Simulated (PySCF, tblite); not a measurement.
# C₃H₉FOSi: dynamics, then NMR shifts on frames, part 2 of 2

tblite 0.8.0 and PySCF 2.14.0. Atoms count from 0.

**5. NMR shieldings: 625 fs, PBE0/pcSseg-1**

Job settings and geometry (Å):

```
{"job": {"kind": "nmr", "xc": "PBE0", "basis": "pcSseg-1", "pop": false}, "charge": 0, "multiplicity": 1}
C     -1.161300    -0.871000     0.120200
C     -0.376900     0.426800    -0.162200
C     -1.092400     1.689900     0.339900
F     -0.882500     2.840300    -0.345200
O      0.816800     0.298600     0.533700
Si     2.049500    -0.676400     0.297700
H     -1.204600    -1.044500     1.217200
H     -2.201600    -0.751900    -0.333600
H     -0.653200    -1.696300    -0.294500
H     -0.126100     0.503300    -1.240700
H     -0.751600     1.834300     1.420800
H     -2.179100     1.620300     0.359300
H      2.299500    -0.601400    -1.099900
H      3.058500    -0.107000     1.151800
H      1.655900    -2.063800     0.624000
```

With the program's defaults for keys left out, this is: GIAO PBE0/pcSseg-1 NMR shielding, non-relativistic, gas phase.

Output:

```text
coarse grid: 12640 points
cycle   1  E = -583.6396394902  dE =  6.030e-01  |g| = 7.939e-01  |ddm| = 3.231e+00
cycle   2  E = -583.4960627574  dE =  1.436e-01  |g| = 1.206e+00  |ddm| = 1.566e+00
cycle   3  E = -583.7468963752  dE = -2.508e-01  |g| = 9.135e-02  |ddm| = 1.086e+00
cycle   4  E = -583.7481338061  dE = -1.237e-03  |g| = 4.653e-02  |ddm| = 9.540e-02
cycle   5  E = -583.7485200441  dE = -3.862e-04  |g| = 8.533e-03  |ddm| = 3.457e-02
cycle   6  E = -583.7485297550  dE = -9.711e-06  |g| = 3.203e-03  |ddm| = 7.295e-03
cycle   7  E = -583.7485318323  dE = -2.077e-06  |g| = 3.225e-04  |ddm| = 2.371e-03
final grid: 116712 points
cycle   8  E = -583.8011921627  dE = -2.736e-05  |g| = 9.877e-03  |ddm| = 2.194e-02
cycle   9  E = -583.8011741656  dE =  1.800e-05  |g| = 1.425e-02  |ddm| = 1.489e-02
cycle  10  E = -583.8012101708  dE = -3.601e-05  |g| = 9.400e-04  |ddm| = 9.178e-03
cycle  11  E = -583.8012103545  dE = -1.837e-07  |g| = 1.937e-04  |ddm| = 9.733e-04
cycle  12  E = -583.8012103617  dE = -7.154e-09  |g| = 7.969e-05  |ddm| = 2.157e-04
cycle  13  E = -583.8012103626  dE = -9.431e-10  |g| = 2.076e-05  |ddm| = 6.359e-05
converged SCF energy = -583.8012103626

GIAO shielding tensors (ppm)
atom      isotropic    diamagn.    paramagn.     s11        s22        s33       span
  0 C      161.056     249.808     -88.752    143.487    157.299    182.381     38.894
  1 C      110.909     244.271    -133.362     94.788    102.402    135.537     40.749
  2 C       89.751     239.880    -150.129     59.243     81.147    128.865     69.622
  3 F      414.995     469.287     -54.292    377.057    388.043    479.885    102.827
  4 O      288.749     399.024    -110.275    230.271    301.790    334.186    103.915
  5 Si     392.077     881.623    -489.546    347.051    361.285    467.895    120.844
  6 H       29.951      30.288      -0.337     27.531     27.986     34.336      6.804
  7 H       29.449      28.636       0.813     25.323     27.106     35.919     10.596
  8 H       30.545      32.517      -1.973     26.288     30.022     35.324      9.036
  9 H       27.188      31.056      -3.867     25.064     26.106     30.395      5.330
 10 H       26.039      27.501      -1.461     22.560     27.542     28.016      5.456
 11 H       26.862      28.789      -1.927     21.907     28.272     30.408      8.501
 12 H       27.292      31.141      -3.849     24.084     25.344     32.448      8.364
 13 H       27.004      30.026      -3.022     23.226     25.273     32.513      9.287
 14 H       26.638      30.189      -3.551     22.917     25.582     31.416      8.499
```

Run time: 11 s. Hardware: 1 thread of Arm Neoverse V2, shared host; peak memory 0.79 GiB.

In short: δ C2 97.2, C1 76.0, C0 25.9, F3 -244.0, H10 5.68, H14 5.08 ppm.

**6. Shielding tensors: 800 fs, PBE0/pcSseg-1**

Job settings and geometry (Å):

```
{"job": {"kind": "nmr", "xc": "PBE0", "basis": "pcSseg-1", "pop": false}, "charge": 0, "multiplicity": 1}
C     -1.026300    -1.140500     0.623500
C     -0.569500     0.165800     0.014400
C     -1.131100     1.303700     0.786500
F     -1.014200     2.500100     0.107800
O      0.809800     0.271700     0.129800
Si     2.247400    -0.444500    -0.156100
H     -0.630800    -1.162700     1.676700
H     -2.106100    -1.274900     0.623800
H     -0.552900    -1.963600     0.132200
H     -0.816100     0.228700    -1.074300
H     -0.546500     1.485700     1.695100
H     -2.173700     1.183600     1.113900
H      2.389900    -0.648100    -1.607200
H      3.140300     0.505100     0.423600
H      2.404700    -1.798600     0.483400
```

With the program's defaults for keys left out, this is: GIAO PBE0/pcSseg-1 NMR shielding, non-relativistic, gas phase.

Output:

```text
coarse grid: 12640 points
cycle   1  E = -583.6502516537  dE =  5.858e-01  |g| = 7.885e-01  |ddm| = 3.227e+00
cycle   2  E = -583.4969332121  dE =  1.533e-01  |g| = 1.224e+00  |ddm| = 1.606e+00
cycle   3  E = -583.7564905581  dE = -2.596e-01  |g| = 1.050e-01  |ddm| = 1.123e+00
cycle   4  E = -583.7582320528  dE = -1.741e-03  |g| = 4.844e-02  |ddm| = 1.066e-01
cycle   5  E = -583.7586397845  dE = -4.077e-04  |g| = 9.840e-03  |ddm| = 3.600e-02
cycle   6  E = -583.7586527348  dE = -1.295e-05  |g| = 3.601e-03  |ddm| = 8.454e-03
cycle   7  E = -583.7586553355  dE = -2.601e-06  |g| = 3.286e-04  |ddm| = 2.632e-03
final grid: 116712 points
cycle   8  E = -583.8109121226  dE = -2.863e-05  |g| = 1.016e-02  |ddm| = 2.181e-02
cycle   9  E = -583.8108927350  dE =  1.939e-05  |g| = 1.467e-02  |ddm| = 1.575e-02
cycle  10  E = -583.8109318762  dE = -3.914e-05  |g| = 1.150e-03  |ddm| = 9.558e-03
cycle  11  E = -583.8109321444  dE = -2.682e-07  |g| = 2.107e-04  |ddm| = 1.150e-03
cycle  12  E = -583.8109321524  dE = -8.003e-09  |g| = 9.095e-05  |ddm| = 2.359e-04
cycle  13  E = -583.8109321536  dE = -1.250e-09  |g| = 2.364e-05  |ddm| = 7.277e-05
cycle  14  E = -583.8109321537  dE = -8.856e-11  |g| = 4.533e-06  |ddm| = 2.183e-05
converged SCF energy = -583.8109321537

GIAO shielding tensors (ppm)
atom      isotropic    diamagn.    paramagn.     s11        s22        s33       span
  0 C      165.078     250.098     -85.020    147.830    160.625    186.781     38.951
  1 C      116.053     240.949    -124.896     97.805    108.531    141.823     44.018
  2 C       92.984     241.429    -148.445     62.437     77.682    138.832     76.395
  3 F      412.182     471.506     -59.324    371.919    398.535    466.091     94.173
  4 O      295.101     400.817    -105.716    229.532    318.173    337.599    108.068
  5 Si     398.371     880.180    -481.809    353.750    368.005    473.359    119.609
  6 H       30.003      29.988       0.015     27.393     28.228     34.387      6.993
  7 H       30.603      29.608       0.995     26.361     27.920     37.528     11.168
  8 H       30.751      31.777      -1.026     26.741     29.481     36.031      9.290
  9 H       26.814      29.622      -2.809     23.705     25.484     31.252      7.547
 10 H       26.875      29.261      -2.386     23.542     27.514     29.569      6.028
 11 H       27.046      28.239      -1.192     22.493     29.283     29.363      6.870
 12 H       26.515      29.564      -3.049     23.243     24.519     31.783      8.541
 13 H       27.018      30.017      -2.999     23.013     25.453     32.589      9.576
 14 H       26.207      29.183      -2.976     22.942     24.934     30.745      7.803
```

Wall time 11 s (1 thread of Arm Neoverse V2, shared host); peak memory 0.79 GiB.

Key values: δ C2 93.9, C1 70.9, C0 21.8, F3 -241.2, H14 5.51, H12 5.20 ppm.

**7. Shielding tensors: 1000 fs, PBE0/pcSseg-1**

Job settings and geometry (Å):

```
{"job": {"kind": "nmr", "xc": "PBE0", "basis": "pcSseg-1", "pop": false}, "charge": 0, "multiplicity": 1}
C     -0.767700    -0.953300     1.028400
C     -0.268100     0.220600     0.141400
C     -0.670900     1.538600     0.855300
F     -0.997200     2.549700    -0.102000
O      1.066800     0.093800     0.081100
Si     2.446700    -0.526700    -0.400200
H     -0.357500    -1.028000     2.080900
H     -1.885800    -0.835600     1.198300
H     -0.541800    -1.818200     0.411000
H     -0.766500     0.180900    -0.816600
H      0.175300     1.957300     1.370200
H     -1.600000     1.450300     1.473000
H      2.881000     0.255600    -1.567900
H      3.368600    -0.206900     0.676700
H      2.328000    -1.982800    -0.760500
```

Level: GIAO PBE0/pcSseg-1 NMR shielding, non-relativistic, gas phase.

Output:

```text
coarse grid: 12640 points
cycle   1  E = -583.6331427587  dE =  5.106e-01  |g| = 7.972e-01  |ddm| = 3.206e+00
cycle   2  E = -583.4948956743  dE =  1.382e-01  |g| = 1.208e+00  |ddm| = 1.483e+00
cycle   3  E = -583.7405589170  dE = -2.457e-01  |g| = 7.908e-02  |ddm| = 1.006e+00
cycle   4  E = -583.7415148418  dE = -9.559e-04  |g| = 4.016e-02  |ddm| = 8.444e-02
cycle   5  E = -583.7418471005  dE = -3.323e-04  |g| = 7.688e-03  |ddm| = 3.169e-02
cycle   6  E = -583.7418551070  dE = -8.006e-06  |g| = 3.169e-03  |ddm| = 6.567e-03
cycle   7  E = -583.7418569677  dE = -1.861e-06  |g| = 4.067e-04  |ddm| = 2.321e-03
final grid: 116712 points
cycle   8  E = -583.7948369376  dE = -2.944e-05  |g| = 9.415e-03  |ddm| = 2.204e-02
cycle   9  E = -583.7948217590  dE =  1.518e-05  |g| = 1.336e-02  |ddm| = 1.394e-02
cycle  10  E = -583.7948536826  dE = -3.192e-05  |g| = 9.979e-04  |ddm| = 8.243e-03
cycle  11  E = -583.7948538627  dE = -1.801e-07  |g| = 1.939e-04  |ddm| = 9.693e-04
cycle  12  E = -583.7948538703  dE = -7.597e-09  |g| = 5.048e-05  |ddm| = 1.945e-04
cycle  13  E = -583.7948538708  dE = -4.814e-10  |g| = 1.758e-05  |ddm| = 4.929e-05
converged SCF energy = -583.7948538708

GIAO shielding tensors (ppm)
atom      isotropic    diamagn.    paramagn.     s11        s22        s33       span
  0 C      155.868     249.794     -93.926    128.362    159.361    179.882     51.521
  1 C      115.062     241.121    -126.059     99.678    111.208    134.300     34.621
  2 C       80.892     243.016    -162.123     46.731     73.203    122.743     76.012
  3 F      392.333     472.028     -79.695    332.669    390.287    454.043    121.374
  4 O      314.129     400.162     -86.033    232.883    333.580    375.924    143.042
  5 Si     405.421     880.338    -474.917    362.012    379.345    474.907    112.894
  6 H       29.171      29.359      -0.188     26.611     27.579     33.324      6.713
  7 H       29.639      29.227       0.412     25.752     27.430     35.736      9.984
  8 H       29.810      30.926      -1.115     25.917     28.600     34.914      8.997
  9 H       27.596      30.996      -3.400     25.237     26.280     31.271      6.034
 10 H       26.739      29.435      -2.696     23.295     27.544     29.379      6.084
 11 H       26.274      28.179      -1.906     21.550     27.819     29.452      7.902
 12 H       26.448      29.294      -2.846     22.980     24.776     31.588      8.609
 13 H       26.669      29.448      -2.779     22.923     25.178     31.907      8.984
 14 H       26.055      28.810      -2.754     22.762     24.547     30.856      8.094
```

Run time: 11 s. Hardware: 1 thread of Arm Neoverse V2, shared host; peak memory 0.79 GiB.

In short: δ C2 106.0, C1 71.9, C0 31.1, F3 -221.4, H14 5.66, H11 5.44 ppm.

**8. Side by side: NMR shifts**

Shifts (ppm) of some atoms, chosen among heavy atoms and hydrogens apart, with basis size and wall time:

```tsv
frame	C2	C1	H10	H6	F3	O4	Si5	functions	time
250 fs	90.4	83.7	4.30	0.86	-252.5	35.2	-32.9	154	12 s
425 fs	94.2	80.5	5.35	1.19	-236.1	48.9	-46.5	154	11 s
625 fs	97.2	76.0	5.68	1.77	-244.0	47.3	-42.9	154	11 s
800 fs	93.9	70.9	4.84	1.71	-241.2	41.0	-49.2	154	11 s
1000 fs	106.0	71.9	4.98	2.55	-221.4	22.0	-56.3	154	11 s
```

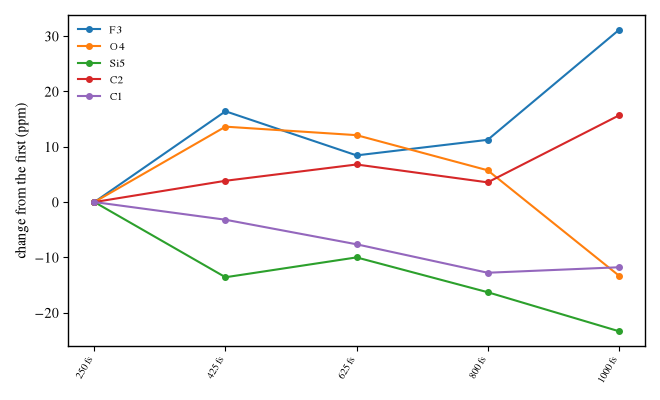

How five of the tabulated atoms move from run to run.

**9. Outcome**

What follows sums up all 2 parts.

```
                                        quantity                                                     value
                                      thermostat                                                     200 K
                   mean temperature, second half                                                     198 K
         mean potential energy above the minimum                                                   0.39 eV
  13C shifts against TMS (PBE0/pcSseg-1, 250 fs)                                      90.4, 83.7, 19.0 ppm
   1H shifts against TMS (PBE0/pcSseg-1, 250 fs)  5.57, 4.85, 4.73, 4.72, 4.30, 4.15, 1.37, 1.35, 0.86 ppm
19F shifts against CFCl3 (PBE0/pcSseg-1, 250 fs)                                                -252.5 ppm
  17O shifts against H2O (PBE0/pcSseg-1, 250 fs)                                                  35.2 ppm
 29Si shifts against TMS (PBE0/pcSseg-1, 250 fs)                                                 -32.9 ppm
                        range of the shift of F3                                      -252.5 to -221.4 ppm
```

In words: In the second half the potential energy averages 0.39 eV above the minimum; equipartition over 39 harmonic modes at 200 K would give 0.34 eV. With 15 atoms the temperature swings widely (95 to 287 K). Shifts at one fixed geometry are not the observed spectrum, which averages over the motion. In the first frame run (250 fs): The widest tensor belongs to Si5: span 146 ppm, with a paramagnetic part of -499 ppm. In ppm, F3 moves most: its shift spreads over 31.1 ppm, from -252.5 (250 fs) to -221.4 (1000 fs).
